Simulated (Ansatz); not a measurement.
Run report: SnH$_{4}$ClO$_{2}$F, nudged elastic band

- system: SnH$_{4}$ClO$_{2}$F
- method: RKS PBE0/def2-SVP (Ansatz 0.2.0)

One setting was made poor on purpose. It belongs to a series of runs on one base structure; here: band between the two ends.

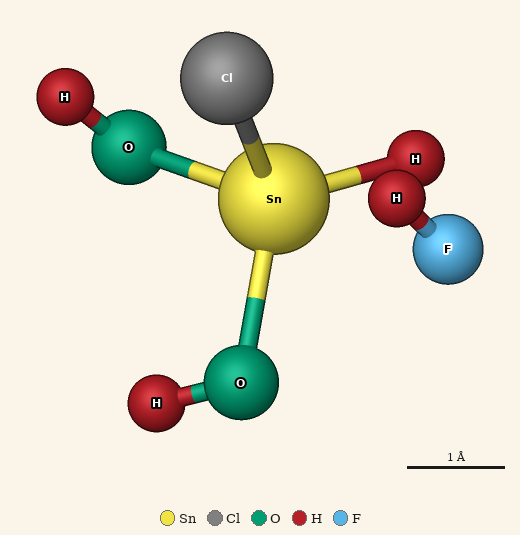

**Figure 1.** The input geometry (ball-and-stick view, seen at a tilt). Sticks mark near contacts. Bond lengths as drawn: Cl–Sn 2.40 Å, F–H 0.94 Å, H–O 0.96 to 0.97 Å, H–Sn 1.69 Å and O–Sn 1.96 to 1.98 Å.

### Summary

```tsv
quantity	value
outcome	converged
barrier, forward	0.439 eV
barrier, backward	0.153 eV
hardware	2 threads of Intel Xeon (Sapphire Rapids), 64 GiB of memory available, shared host
wall time	3.4 min (CPU time 6.5 min)
peak memory	0.28 GiB
```

A deliberately poor setting: few images. The order of the saddle point was not checked.

### The input
```yaml
crystal:
  periodic: [false, false, false]
  atoms:
    - { symbol: Sn, position_ang: [-0.038439, 0.034789, -0.02866] }
    - { symbol: Cl, position_ang: [-0.113275, -0.137584, 2.361725] }
    - { symbol: O, position_ang: [1.806794, -0.262816, -0.634565] }
    - { symbol: H, position_ang: [1.889112, -1.185277, -0.911919] }
    - { symbol: H, position_ang: [-0.85115, 1.385988, -0.636391] }
    - { symbol: O, position_ang: [-0.97541, -1.62269, -0.564187] }
    - { symbol: H, position_ang: [-1.154085, -2.199869, 0.188] }
    - { symbol: F, position_ang: [1.224863, 2.103289, 1.093753] }
    - { symbol: H, position_ang: [1.079591, 1.666871, 1.909646] }
basis:
  gaussian: { orbitals: def2-SVP }
hamiltonian:
  xc: pbe0
neb:
  order_check: false
  images: 3
  f_tol: 0.05
  max_iterations: 60
  climbing: false
  final_atoms:
    - { symbol: Sn, position_ang: [0.33698643, 0.22760253, -0.45037862] }
    - { symbol: Cl, position_ang: [-0.99904879, 0.42169737, 2.84561335] }
    - { symbol: O, position_ang: [1.70086122, -0.18725102, -1.78763322] }
    - { symbol: H, position_ang: [2.16769965, -1.00632491, -1.57925134] }
    - { symbol: H, position_ang: [-0.68673754, 1.46044944, -0.99307821] }
    - { symbol: O, position_ang: [-0.35227101, -1.48569062, 0.1995454] }
    - { symbol: H, position_ang: [-0.77200963, -1.36217365, 1.06553098] }
    - { symbol: F, position_ang: [1.29663861, 0.95168027, 1.1227026] }
    - { symbol: H, position_ang: [0.17588206, 0.76271158, 2.35435106] }
  initial_path:
    images:
      - { positions_ang: [[-0.038439, 0.034789, -0.02866], [-0.113275, -0.137584, 2.361725], [1.806794, -0.262816, -0.634565], [1.889112, -1.185277, -0.911919], [-0.85115, 1.385988, -0.636391], [-0.97541, -1.62269, -0.564187], [-1.154085, -2.199869, 0.188], [1.224863, 2.103289, 1.093753], [1.079591, 1.666871, 1.909646]] }
      - { positions_ang: [[-0.02118148, 0.01621782, -0.01236646], [-0.04012767, -0.04912742, 2.56254501], [1.82111095, -0.14421392, -0.65387248], [2.01626603, -1.08345475, -0.84570251], [-0.83611408, 1.40021344, -0.61122154], [-0.9612192, -1.61369127, -0.58813122], [-1.27430215, -2.12756752, 0.18063952], [1.19008224, 1.90953799, 0.87027317], [0.97348636, 1.47478662, 1.87523851]] }
      - { positions_ang: [[-0.00392397, -0.00235337, 0.00392708], [0.03301966, 0.03932917, 2.76336502], [1.8354279, -0.02561184, -0.67317996], [2.14342005, -0.9816325, -0.77948603], [-0.82107816, 1.41443889, -0.58605207], [-0.94702839, -1.60469254, -0.61207545], [-1.39451931, -2.05526604, 0.17327904], [1.15530148, 1.71578699, 0.64679334], [0.86738173, 1.28270224, 1.84083102]] }
      - { positions_ang: [[0.16653123, 0.11262458, -0.22322577], [-0.48301456, 0.23051327, 2.80448918], [1.76814456, -0.10643143, -1.23040659], [2.15555985, -0.9939787, -1.17936869], [-0.75390785, 1.43744416, -0.78956514], [-0.6496497, -1.54519158, -0.20626502], [-1.08326447, -1.70871984, 0.61940501], [1.22597004, 1.33373363, 0.88474797], [0.52163189, 1.02270691, 2.09759104]] }
      - { positions_ang: [[0.33698643, 0.22760253, -0.45037862], [-0.99904879, 0.42169737, 2.84561335], [1.70086122, -0.18725102, -1.78763322], [2.16769965, -1.00632491, -1.57925134], [-0.68673754, 1.46044944, -0.99307821], [-0.35227101, -1.48569062, 0.1995454], [-0.77200963, -1.36217365, 1.06553098], [1.29663861, 0.95168027, 1.1227026], [0.17588206, 0.76271158, 2.35435106]] }
```

Run as:
```bash
ansatz run input.yaml --threads 2 --pin off --max-ram 3072MiB --backend cpu --events-out ev --progress --plain --runs-dir out
```

### Output
```
Engine: ansatz 0.2.0, x86_64-unknown-linux-gnu
Functional definition: PBE0
  parameter a = 0.25
  parameter kappa = 0.804
  parameter beta = 0.06672455060314922
  exchange = (1 - a)*pbe_x(kappa = kappa, mu = beta*pi^2/3) + a*exact_x
  correlation = pbe_c(beta = beta)
1174 factors; integrals over basis functions are off by at most 3.1e-4 eV
mean field evaluation 1: about -25201.9997 eV, gradient 7.3e1 eV
mean field evaluation 2: about -25173.8552 eV, gradient 1.4e2 eV
mean field evaluation 4: about -25211.4963 eV, gradient 6.5e0 eV
mean field evaluation 8: about -25211.6131 eV, gradient 2.3e-1 eV
mean field evaluation 16: about -25211.6132 eV, gradient 2.8e-5 eV
mean field -25211.61321537 eV, -926.5096966195 hartree, gradient 2.8e-5 eV, S^2 0.000000; 0 other end points of the search recorded, 0 dependent functions left out
the calculation of the forces begins
reference -25211.61324418 eV, -926.5096976785 hartree; 34, 34 occupied and 72, 72 virtual orbitals, 1174 factors
1176 factors; integrals over basis functions are off by at most 1.1e-3 eV
mean field evaluation 32: about -25211.3269 eV, gradient 1.1e-5 eV
mean field -25211.32687119 eV, -926.4991736653 hartree, gradient 1.1e-5 eV, S^2 0.000000; 0 other end points of the search recorded, 0 dependent functions left out
[... from here on the field's lines of each further geometry are left out, up to the last ...]
NEB iter   1: max|band force component| = 5.015e0 eV/Å  barrier→ = 2.1010 eV  barrier← = 1.8147 eV  Δτ_max = 0.1973 Å  (138 SCF iters)
NEB iter   2: max|band force component| = 3.023e0 eV/Å  barrier→ = 1.3463 eV  barrier← = 1.0600 eV  Δτ_max = 0.1628 Å  (92 SCF iters)
NEB iter   3: max|band force component| = 1.406e0 eV/Å  barrier→ = 1.0535 eV  barrier← = 0.7671 eV  Δτ_max = 0.2000 Å  (93 SCF iters)
NEB iter   4: max|band force component| = 5.522e-1 eV/Å  barrier→ = 0.8038 eV  barrier← = 0.5175 eV  Δτ_max = 0.1968 Å  (93 SCF iters)
NEB iter   5: max|band force component| = 4.465e-1 eV/Å  barrier→ = 0.7156 eV  barrier← = 0.4292 eV  Δτ_max = 0.1066 Å  (94 SCF iters)
NEB iter   6: max|band force component| = 1.721e-1 eV/Å  barrier→ = 0.6918 eV  barrier← = 0.4054 eV  Δτ_max = 0.0763 Å  (92 SCF iters)
NEB iter   7: max|band force component| = 1.133e-1 eV/Å  barrier→ = 0.6829 eV  barrier← = 0.3965 eV  Δτ_max = 0.0892 Å  (93 SCF iters)
NEB iter   8: max|band force component| = 1.240e-1 eV/Å  barrier→ = 0.6714 eV  barrier← = 0.3850 eV  Δτ_max = 0.0449 Å  (93 SCF iters)
NEB iter   9: max|band force component| = 1.035e-1 eV/Å  barrier→ = 0.6690 eV  barrier← = 0.3827 eV  Δτ_max = 0.0448 Å  (95 SCF iters)
NEB iter  10: max|band force component| = 1.605e-1 eV/Å  barrier→ = 0.6617 eV  barrier← = 0.3753 eV  Δτ_max = 0.0224 Å  (93 SCF iters)
NEB iter  11: max|band force component| = 1.755e-1 eV/Å  barrier→ = 0.6512 eV  barrier← = 0.3649 eV  Δτ_max = 0.0224 Å  (97 SCF iters)
NEB iter  12: max|band force component| = 1.715e-1 eV/Å  barrier→ = 0.6411 eV  barrier← = 0.3547 eV  Δτ_max = 0.0448 Å  (97 SCF iters)
NEB iter  13: max|band force component| = 1.953e-1 eV/Å  barrier→ = 0.6102 eV  barrier← = 0.3239 eV  Δτ_max = 0.0448 Å  (93 SCF iters)
NEB iter  14: max|band force component| = 2.799e-1 eV/Å  barrier→ = 0.5738 eV  barrier← = 0.2874 eV  Δτ_max = 0.0224 Å  (91 SCF iters)
NEB iter  15: max|band force component| = 2.727e-1 eV/Å  barrier→ = 0.5500 eV  barrier← = 0.2636 eV  Δτ_max = 0.0224 Å  (89 SCF iters)
NEB iter  16: max|band force component| = 2.526e-1 eV/Å  barrier→ = 0.5245 eV  barrier← = 0.2382 eV  Δτ_max = 0.0224 Å  (89 SCF iters)
NEB iter  17: max|band force component| = 2.664e-1 eV/Å  barrier→ = 0.5028 eV  barrier← = 0.2164 eV  Δτ_max = 0.0448 Å  (90 SCF iters)
NEB iter  18: max|band force component| = 2.375e-1 eV/Å  barrier→ = 0.4672 eV  barrier← = 0.1809 eV  Δτ_max = 0.0897 Å  (89 SCF iters)
NEB iter  19: max|band force component| = 1.761e-1 eV/Å  barrier→ = 0.4691 eV  barrier← = 0.1828 eV  Δτ_max = 0.0895 Å  (96 SCF iters)
NEB iter  20: max|band force component| = 1.529e-1 eV/Å  barrier→ = 0.4695 eV  barrier← = 0.1831 eV  Δτ_max = 0.0895 Å  (95 SCF iters)
NEB iter  21: max|band force component| = 5.019e-1 eV/Å  barrier→ = 0.4667 eV  barrier← = 0.1803 eV  Δτ_max = 0.0447 Å  (92 SCF iters)
NEB iter  22: max|band force component| = 1.151e-1 eV/Å  barrier→ = 0.4623 eV  barrier← = 0.1760 eV  Δτ_max = 0.0892 Å  (94 SCF iters)
NEB iter  23: max|band force component| = 6.903e-2 eV/Å  barrier→ = 0.4528 eV  barrier← = 0.1665 eV  Δτ_max = 0.0891 Å  (96 SCF iters)
NEB iter  24: max|band force component| = 7.264e-2 eV/Å  barrier→ = 0.4447 eV  barrier← = 0.1584 eV  Δτ_max = 0.0447 Å  (93 SCF iters)
NEB iter  25: max|band force component| = 2.402e-1 eV/Å  barrier→ = 0.4412 eV  barrier← = 0.1548 eV  Δτ_max = 0.0224 Å  (95 SCF iters)
the calculation of the forces begins
reference -25211.27384048 eV, -926.4972248223 hartree; 34, 34 occupied and 72, 72 virtual orbitals, 1174 factors
1176 factors; integrals over basis functions are off by at most 1.0e-3 eV
mean field evaluation 640: about -25211.1220 eV, gradient 2.4e-1 eV
mean field -25211.17394419 eV, -926.4935537016 hartree, gradient 1.3e-5 eV, S^2 0.000000; 1 other end points of the search recorded, 0 dependent functions left out
the calculation of the forces begins
reference -25211.17397294 eV, -926.4935547581 hartree; 34, 34 occupied and 72, 72 virtual orbitals, 1176 factors
NEB iter  26: max|band force component| = 3.396e-2 eV/Å  barrier→ = 0.4393 eV  barrier← = 0.1529 eV  Δτ_max = 0.0000 Å  (176 SCF iters)
```

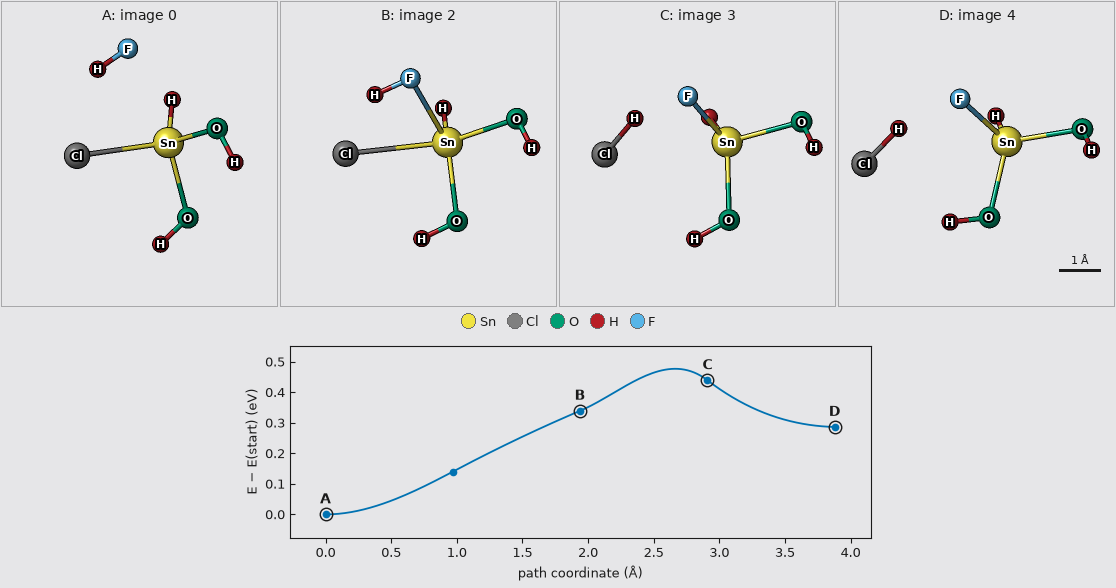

**Figure 2.** Images of the last band (counted from 0; ball-and-stick, seen on its broad side) above the energy along the path; the line is a cubic interpolation that uses the forces. The highest image is number 3, 0.439 eV above the start and 0.153 eV above the end; the end lies 0.286 eV above the start. The path is 3.88 Å long. The band converged in 26 iterations.

```
Total energy: -25211.17397294 eV, -926.4935547581 hartree
Atom 0 at     0.264814     0.215023    -0.242073 Å, force     0.095862     0.016703    -0.070025 eV/Å
Atom 1 at    -0.931525     0.679991     2.497393 Å, force    -0.007717     0.028227     0.132123 eV/Å
Atom 2 at     1.673932    -0.062688    -1.568040 Å, force    -0.005793    -0.053015    -0.097119 eV/Å
Atom 3 at     2.024054    -0.956479    -1.457022 Å, force     0.064880     0.014180    -0.086839 eV/Å
Atom 4 at    -0.805076     1.448633    -0.678190 Å, force     0.028582    -0.001057    -0.022095 eV/Å
Atom 5 at    -0.267658    -1.651781     0.049925 Å, force     0.028991     0.051317     0.061759 eV/Å
Atom 6 at    -0.915876    -1.783095     0.753162 Å, force     0.038298     0.115589     0.069049 eV/Å
Atom 7 at     1.449285     0.935622     1.228299 Å, force    -0.039161    -0.081701    -0.070410 eV/Å
Atom 8 at     0.376053     0.957476     2.193950 Å, force    -0.203943    -0.090242     0.083556 eV/Å
Dipole moment:    -0.329772    -0.077729    -0.067094 e Å
this run last wrote the band of iteration 26 to [file]
```

### The last band as extended XYZ (Å, eV, eV/Å)
```
9
Properties=species:S:1:pos:R:3:forces:R:3 image=0 energy=-25211.61322
Sn   -0.0384    0.0348   -0.0287   -0.0069   0.0099   0.0085
Cl   -0.1133   -0.1376    2.3617    0.0005  -0.0016  -0.0040
O     1.8068   -0.2628   -0.6346   -0.0062  -0.0129   0.0024
H     1.8891   -1.1853   -0.9119    0.0122   0.0035  -0.0048
H    -0.8511    1.3860   -0.6364   -0.0010  -0.0014  -0.0007
O    -0.9754   -1.6227   -0.5642   -0.0011   0.0002  -0.0045
H    -1.1541   -2.1999    0.1880    0.0022   0.0015   0.0035
F     1.2249    2.1033    1.0938   -0.0011  -0.0056   0.0106
H     1.0796    1.6669    1.9096    0.0014   0.0064  -0.0110
9
Properties=species:S:1:pos:R:3:forces:R:3 image=1 energy=-25211.47312
Sn   -0.0165    0.0950   -0.0865   -0.0065  -0.0115   0.0094
Cl   -0.5818    0.1043    2.2849    0.0769  -0.0736   0.0258
O     1.7714   -0.1174   -0.8758    0.0181  -0.0367   0.0833
H     1.8979   -1.0510   -1.0936   -0.0089  -0.0212   0.0305
H    -0.8623    1.3989   -0.7631   -0.0033  -0.0079   0.0150
O    -0.6811   -1.7456   -0.3674   -0.0607   0.0015  -0.0708
H    -1.0722   -2.0690    0.4546   -0.0313  -0.0273  -0.0520
F     1.4307    1.7295    1.2234   -0.0218   0.1131  -0.0252
H     0.9818    1.4379    2.0009    0.0376   0.0637  -0.0160
9
Properties=species:S:1:pos:R:3:forces:R:3 image=2 energy=-25211.27381
Sn    0.0259    0.1606   -0.1348   -0.0673  -0.0065   0.0383
Cl   -0.9147    0.3820    2.2016    0.0109  -0.0597  -0.0590
O     1.6630   -0.0023   -1.2184   -0.0160  -0.0042   0.0823
H     1.9664   -0.9199   -1.2313   -0.0093   0.0203   0.0420
H    -0.8420    1.4500   -0.8110   -0.0072   0.0025  -0.0284
O    -0.4301   -1.7544   -0.1151   -0.0342  -0.0469  -0.0719
H    -0.9563   -1.9474    0.6721   -0.0202  -0.0146   0.0033
F     1.5120    1.2584    1.3620    0.0272   0.0716   0.0222
H     0.8438    1.1558    2.0524    0.1160   0.0376  -0.0288
9
Properties=species:S:1:pos:R:3:forces:R:3 image=3 energy=-25211.17394
Sn    0.2648    0.2150   -0.2421    0.0959   0.0167  -0.0700
Cl   -0.9315    0.6800    2.4974   -0.0077   0.0282   0.1321
O     1.6739   -0.0627   -1.5680   -0.0058  -0.0530  -0.0971
H     2.0241   -0.9565   -1.4570    0.0649   0.0142  -0.0868
H    -0.8051    1.4486   -0.6782    0.0286  -0.0011  -0.0221
O    -0.2677   -1.6518    0.0499    0.0290   0.0513   0.0618
H    -0.9159   -1.7831    0.7532    0.0383   0.1156   0.0690
F     1.4493    0.9356    1.2283   -0.0392  -0.0817  -0.0704
H     0.3761    0.9575    2.1940   -0.2039  -0.0902   0.0836
9
Properties=species:S:1:pos:R:3:forces:R:3 image=4 energy=-25211.32687
Sn    0.3370    0.2276   -0.4504    0.0031  -0.0027  -0.0039
Cl   -0.9990    0.4217    2.8456   -0.0098  -0.0035   0.0044
O     1.7009   -0.1873   -1.7876   -0.0038   0.0023   0.0051
H     2.1677   -1.0063   -1.5793    0.0081  -0.0077  -0.0042
H    -0.6867    1.4604   -0.9931   -0.0046   0.0036  -0.0040
O    -0.3523   -1.4857    0.1995   -0.0045   0.0028  -0.0065
H    -0.7720   -1.3622    1.0655    0.0059   0.0057   0.0079
F     1.2966    0.9517    1.1227   -0.0042   0.0025   0.0001
H     0.1759    0.7627    2.3544    0.0098  -0.0029   0.0010
```
